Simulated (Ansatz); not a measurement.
**What x(B) = 0.5, 8 atoms, P-4m2 does to BeSe**

The parent structure is BeSe in the zinc blende structure (space group F-43m, No. 216; a = 5.129 Å).

The other end (x = 1) is BSe in the zinc blende structure (space group F-43m, No. 216; a hypothetical phase, not in the database extracts checked): 14.69 Å³/atom, gap zero; this end may not be an ambient phase.

It is then changed as follows: B replaces 50.0 % of the Be, ordered in a cell of 8 atoms (starting symmetry P-4m2) and fully relaxed.

All numbers come from PBEsol in Ansatz (plane waves to 420 eV, PAW, no spin-orbit coupling). Γ-centred 12×12×6 mesh, Fermi–Dirac width 0.05 eV, for the changed cell.

The volume per atom falls by 1.426 Å³, from 16.86 Å³ to 15.44 Å³ and the shortest interatomic distance drops by 0.127 Å to 2.094 Å. The band gap goes from 2.47 eV to zero and the mixing energy amounts to -0.06 eV/atom (to 0.01 eV only: unlike meshes or grids) (against an end that may be hypothetical). The deviation of the volume from the linear (Vegard-type) interpolation is -2.1 % and the mean first-shell distances amounts to Be–Se 2.240 Å (end compound 2.221 Å), B–Se 2.109 Å (end compound 2.121 Å).

Final structure:

```xyz
8
Lattice="3.7410 0.0000 0.0000 0.0000 3.7410 0.0000 0.0000 0.0000 8.8255" Properties=species:S:1:pos:R:3 pbc="T T T"
Se     0.0000     0.0000     4.4127
Se     1.8705     1.8705     1.9482
Se     0.0000     0.0000     0.0000
Se     1.8705     1.8705     6.8773
B      1.8705     0.0000     7.8837
Be     0.0000     1.8705     5.6506
Be     1.8705     0.0000     3.1748
B      0.0000     1.8705     0.9418
```

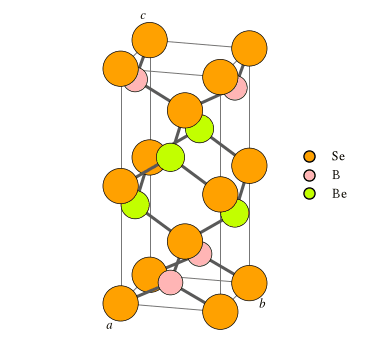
Fig. 1. The relaxed conventional cell after the change

Each cell is one ordered arrangement of few atoms, which overstates ordering effects compared with a random alloy. No phonon test of stability was made. The final runs are not spin-polarised. An odd electron count without spin: BSe. Under x(B) = 0.5, 8 atoms, P-4m2 the cell changed shape so far that it is another structure.

Ansatz is an electronic-structure program.
